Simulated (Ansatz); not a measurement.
# SiH3 (silyl radical) at 4 levels

We compute a comparison of 4 runs (U-wB97X/3-21G, UCAM-B3LYP/6-31G*, RPA@PBE/3-21G, UCCSDT/6-31G*) of SiH3 (silyl radical). 

The results are computed with Ansatz 0.2.0.

53 further runs of the same task are left out: 53 set aside as unsound or not needed.

## Step 1: The structure to begin with

SiH3: 4 atoms, total charge 0, spin state doublet. SMILES: `[SiH3]`. The H2–Si1 distance was set to 1.858 Å, away from the relaxed value.

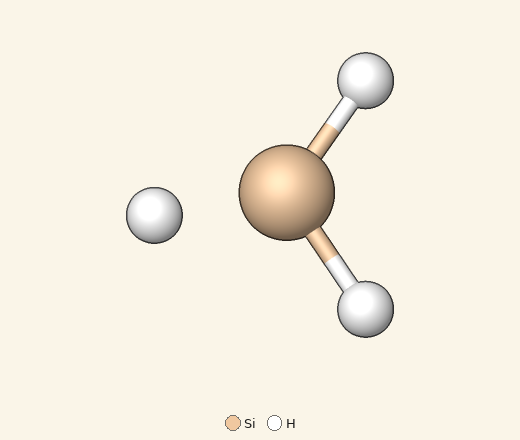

The structure, seen from a chosen angle (silicon light orange, hydrogen white).

## Step 2: The energy at U-wB97X/3-21G (run 1)

The input, input.yaml:

```yaml
basis:
  gaussian:
    orbitals: 3-21G.json
crystal:
  periodic: [false, false, false]
  atoms:
    - {symbol: Si, position_ang: [0.227429, -0.199971, -0.486052]}
    - {symbol: H, position_ang: [0.559150, 0.665300, 1.123900]}
    - {symbol: H, position_ang: [-0.290391, -1.574721, -0.261892]}
    - {symbol: H, position_ang: [-0.695241, 0.590179, -1.342012]}
magnetization:
  spin_polarized: true
  initial_magnetization: 1
hamiltonian:
  xc: {name: wB97X}
accuracy: high
```

The basis set 3-21G is read from a file made from the Basis Set Exchange's data (not shown).

On the command line:

```sh
$ ansatz run input.yaml --threads 1 --pin off --max-ram 3480MiB --events-out events.jsonl --progress --plain --runs-dir runs
```

The program printed:

```text
Warning: RAYON_NUM_THREADS=1 ignored (pool sized by the plan → 1); use --threads N
Functional definition: wB97X
  name "wB97X"
  parameter omega = 0.3/bohr
  parameter cx = 0.157706
  parameter cx1 = 0.726479
  parameter cx2 = 1.04760
  parameter cx3 = -5.70635
  parameter cx4 = 13.2794
  parameter css1 = -4.33879
  parameter css2 = 18.2308
  parameter css3 = -31.7430
  parameter css4 = 17.2901
  parameter cos1 = 2.37031
  parameter cos2 = -11.3995
  parameter cos3 = 6.58405
  parameter cos4 = -3.78132
  exchange = spin_sum(e_x_unif_sr(omega)*poly(b97_u_x, 1 - cx, cx1, cx2, cx3, cx4)) + cx*exact_x_sr(omega)
      + exact_x_lr(omega)
  correlation = spin_sum(e_c_pw_same_spin*poly(b97_u_same, 1, css1, css2, css3, css4))
      + integral(e_c_pw_opposite_spin*poly(b97_u_opposite, 1, cos1, cos2, cos3, cos4))
376 factors; integrals over basis functions are off by at most 2.8e-9 eV
157 factors; integrals over basis functions are off by at most 1.5e-9 eV
mean field evaluation 1: about -7881.3933 eV, gradient 3.2e0 eV
mean field evaluation 2: about -7881.5179 eV, gradient 9.6e-1 eV
mean field evaluation 4: about -7881.5351 eV, gradient 1.5e-1 eV
mean field evaluation 8: about -7881.5278 eV, gradient 8.8e-3 eV
mean field evaluation 16: about -7881.5278 eV, gradient 6.1e-6 eV
mean field -7881.52778040 eV, -289.6408036384 hartree, gradient 2.3e-8 eV, S^2 0.751441; 0 other end points of the search recorded, 0 dependent functions left out
reference -7881.52777891 eV, -289.6408035834 hartree; 9, 8 occupied and 10, 11 virtual orbitals, 376 factors
Total energy: -7881.52777891 eV, -289.6408035834 hartree
```

Wall time 6.6 s (1 thread of Arm Neoverse V1, shared host); peak memory 0.29 GiB.

## Step 3: A single-point energy at UCAM-B3LYP/6-31G(d) (spherical functions) (run 2)

The input, job.yaml:

```yaml
crystal:
  periodic: [false, false, false]
  atoms:
    - symbol: Si
      position_ang: [0.227429, -0.199971, -0.486052]
    - symbol: H
      position_ang: [0.559150, 0.665300, 1.123900]
    - symbol: H
      position_ang: [-0.290391, -1.574721, -0.261892]
    - symbol: H
      position_ang: [-0.695241, 0.590179, -1.342012]
basis:
  gaussian:
    orbitals: 6-31G_st_-spherical.json
accuracy: high
total_charge: 0
magnetization:
  spin_polarized: true
  initial_magnetization: 1
hamiltonian:
  xc: {name: CAM-B3LYP}
```

The basis set 6-31G* is read from a file made from the Basis Set Exchange's data (not shown).

On the command line:

```sh
$ ansatz run job.yaml --threads 1 --pin off --max-ram 3480MiB --events-out events.jsonl --progress --plain --runs-dir runs
```

The program printed:

```text
Warning: RAYON_NUM_THREADS=1 ignored (pool sized by the plan → 1); use --threads N
Functional definition: CAM-B3LYP
  name "CAM-B3LYP"
  parameter alpha = 0.19
  parameter beta = 0.46
  parameter omega = 0.33/bohr
  parameter ac = 0.81
  exchange = (1 - alpha - beta)*b88_x + beta*b88_x_sr(omega) + alpha*exact_x + beta*exact_x_lr(omega)
  correlation = (1 - ac)*vwn5_c + ac*lyp_c
452 factors; integrals over basis functions are off by at most 3.5e-9 eV
196 factors; integrals over basis functions are off by at most 1.1e-9 eV
mean field evaluation 1: about -7923.1809 eV, gradient 3.2e0 eV
mean field evaluation 2: about -7923.2931 eV, gradient 7.2e-1 eV
mean field evaluation 4: about -7923.3424 eV, gradient 8.0e-1 eV
mean field evaluation 8: about -7923.3548 eV, gradient 3.5e-2 eV
mean field evaluation 16: about -7923.3549 eV, gradient 1.3e-4 eV
mean field -7923.35490501 eV, -291.1779221162 hartree, gradient 6.6e-8 eV, S^2 0.751159; 0 other end points of the search recorded, 0 dependent functions left out
reference -7923.35492026 eV, -291.1779226766 hartree; 9, 8 occupied and 15, 16 virtual orbitals, 452 factors
Total energy: -7923.35492026 eV, -291.1779226766 hartree
```

Wall time 2.5 s (1 thread of Arm Neoverse V1, shared host); peak memory 0.11 GiB.

Run 3 isn't shown in full; the table further down has it.

## Step 4: The energy at UCCSDT/6-31G(d) (spherical functions) (run 4)

The input, molecule.yaml:

```yaml
crystal:
  periodic: [false, false, false]
  atoms:
    - {symbol: Si, position_ang: [0.227429, -0.199971, -0.486052]}
    - {symbol: H, position_ang: [0.559150, 0.665300, 1.123900]}
    - {symbol: H, position_ang: [-0.290391, -1.574721, -0.261892]}
    - {symbol: H, position_ang: [-0.695241, 0.590179, -1.342012]}
basis:
  gaussian:
    orbitals: 6-31G_st_-spherical.json
magnetization:
  spin_polarized: true
  initial_magnetization: 1
correlation:
  method: ccsdt
  frozen_orbitals: {H: 0, Si: 5}
accuracy: high
scf:
  omitted_lower_state_checks: [cluster_reference, increment]
```

The basis set 6-31G* is read from a file made from the Basis Set Exchange's data (not shown).

On the command line:

```sh
$ ansatz run molecule.yaml --threads 1 --pin off --max-ram 3480MiB --events-out events.jsonl --progress --plain --runs-dir runs
```

The program printed (excerpt; [...] marks lines left out):

```text
Warning: RAYON_NUM_THREADS=1 ignored (pool sized by the plan → 1); use --threads N
Functional definition: HF
  name "HF"
[...]
452 factors; integrals over basis functions are off by at most 3.5e-9 eV
[...]
mean field -7906.88348172 eV, -290.5726084750 hartree, gradient 4.0e-8 eV, S^2 0.753456; 0 other end points of the search recorded, 0 dependent functions left out
5 core orbitals not correlated: weight in the atoms' cores, before any rotation towards them, 1.000 or more for the frozen orbitals, at most 0.000 for the correlated occupied ones
reference -7906.88348172 eV, -290.5726084750 hartree; 4, 3 occupied and 15, 16 virtual orbitals, 452 factors
second order -1.92548850 eV of doubles, -0.00000000 eV of singles
cycle   1  -2.37511288 eV  change   -4.5e-1 eV  update   6.4e-2
[...]
cycle  24  -2.69701525 eV  change   6.4e-10 eV  update  4.2e-10
Total energy: -7909.58049697 eV, -290.6717219575 hartree
Checks for a lower state left out: cluster_reference, increment
```

Run time: 1.1 s. Hardware: 1 thread of Arm Neoverse V1, shared host.

## Step 5: Overview of the runs

| run | level | frozen core orbitals | energy (Eh) | ⟨S²⟩ | wall time |
| --- | --- | --- | --- | --- | --- |
| 1 | U-wB97X/3-21G | – | -289.640804 | 0.751 | 6.6 s |
| 2 | UCAM-B3LYP/6-31G* (spherical functions) | – | -291.177923 | 0.751 | 2.5 s |
| 3 | RPA@PBE/3-21G | 5 | -289.171168 | 0.752 | 1.3 s |
| 4 | UCCSDT/6-31G* (spherical functions) | 5 | -290.671722 | 0.753 | 1.1 s |

## Step 6: Outcome

| quantity | value |
| --- | --- |
| run 4: total energy | -290.67172 Eh |
| run 4: correlation energy (5 core orbitals frozen) | -99.1 mEh |
| run 4: ⟨S²⟩ of the reference determinant | 0.753 |
| run 4: T1 diagnostic | 0.016 |

In words: Totals of different functionals can't be ranked against each other. All runs together took 12 s, the longest 6.6 s.
